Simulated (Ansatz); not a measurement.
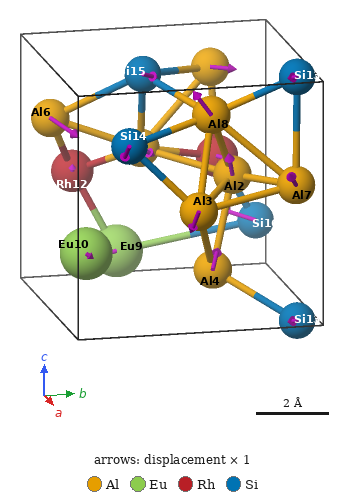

This is a relaxation of an amorphous cell of composition EuAl₄Si₂Rh (coarse preliminary run). The starting structure is drawn; purple arrows show the displacements (the part carried along by the change of the cell is left out), at their true length.

The picture is a ball-and-stick view of the cell of the calculation, seen slightly off an axis.

Computed with Ansatz 0.2.0, DFT PBEsol, scalar-relativistic, plane waves, PAW.

Input
```yaml
crystal:
  lattice:
    - [7.0019536286, 0.0, 0.0]
    - [0.0, 7.0019536286, 0.0]
    - [0.0, 0.0, 7.0019536286]
  atoms:
    - { symbol: Al, position: [0.3485079226, 0.4068285907, 0.5982269321] }
    - { symbol: Al, position: [0.6002648104, 0.722974022, 0.5331176578] }
    - { symbol: Al, position: [0.9720839307, 0.4990062028, 0.4893105934] }
    - { symbol: Al, position: [0.6784191035, 0.6246063067, 0.1695437476] }
    - { symbol: Al, position: [0.2877649153, 0.7057211281, 0.8970814134] }
    - { symbol: Al, position: [0.3166484094, 0.0466081137, 0.7339519726] }
    - { symbol: Al, position: [0.9102536423, 0.9096003952, 0.5585932084] }
    - { symbol: Al, position: [0.8328543884, 0.5822062701, 0.8462070138] }
    - { symbol: Eu, position: [0.1473039959, 0.3562265688, 0.1269460859], spin: 7.35 }
    - { symbol: Eu, position: [0.6172982668, 0.1224982158, 0.2494166208], spin: 7.35 }
    - { symbol: Rh, position: [0.2474956123, 0.7429726748, 0.5186664634] }
    - { symbol: Rh, position: [0.1291318194, 0.1804169331, 0.4609468402] }
    - { symbol: Si, position: [0.9233668553, 0.9110161904, 0.0055256938] }
    - { symbol: Si, position: [0.936729223, 0.2240558779, 0.7647187903] }
    - { symbol: Si, position: [0.5207100023, 0.3761580934, 0.9464710268] }
    - { symbol: Si, position: [0.2079525605, 0.9093401903, 0.2350965251] }
basis:
  ecutwfc: 420
kpoints:
  mp_grid: { grid: [1, 1, 1] }
hamiltonian:
  xc: pbesol
scf:
  occupations: { method: gaussian, width: 0.05 }
  lower_state_search: "off"
output:
  forces: true
  stress: true
  eigenvalues: true
  populations: true
  hubbard: { sites: [{ species: Eu, l: f }] }
magnetization:
  spin_polarized: true
relax:
  adjacent_minimum: "off"
  f_tol: 0.05
  max_steps: 45
  cell: { stress_tol: 0.3, fix: [shape] }
```

Launched with:
```bash
ansatz run input.yaml --threads 8 --pin off --max-ram 14336MiB --backend cpu --events-out ev --progress --plain --runs-dir out
```

Question: Describe the change and its energy.

Answer: Over 24 accepted moves (25 points after the start) the energy falls by 3.911 eV per cell of the calculation. Largest force component: 1.6 eV/Å at the start, 0.045 eV/Å at the end. The pressure goes from −6.36 to −0.06 GPa. The SCF was repeated once at an unchanged geometry on a basis and grid sized afresh for the cell, which shifted the energy by 10.4 meV per cell of the calculation at most. The atom that moves furthest relative to the cell is Al6 (1.22 Å along [3 2 −1]). Largest moves by element: Al 1.22 Å, Si 1.08 Å, Eu 1.07 Å, Rh 0.93 Å. The volume changes by −13.9 %, with a = b = c 7.002 → 6.660 Å (−4.9 %). Some distances before and after: Al6–Si14 4.521 → 2.578 Å, Al3–Al8 4.644 → 2.845 Å, Al5–Eu9 4.930 → 3.143 Å, Al4–Rh11 3.971 → 2.474 Å. New bonds form, among them: Al3–Eu10 (3.99 → 3.08 Å), Al4–Rh11 (3.97 → 2.47 Å), Al5–Eu9 (another periodic image) (4.93 → 3.14 Å), Al6–Eu10 (4.03 → 3.22 Å). Bonds break, among them: Al3–Rh11 (2.58 → 3.86 Å), Al5–Eu9 (3.09 → 4.43 Å). Among the angles between lasting bonds that change: Al7–Si14–Eu9 137.4° → 78.5°, Al2–Al1–Al6 145.8° → 92.8°, Al1–Rh11–Si16 133.8° → 81.7°. The run took 50 s on 8 threads of Arm Neoverse V1, with other jobs on the host, peak memory 0.47 GiB.

Limits of the set-up: the periodic images lie only 7.0 Å apart, so the values are limited by the cell's size; 4f states are treated without a Hubbard U.
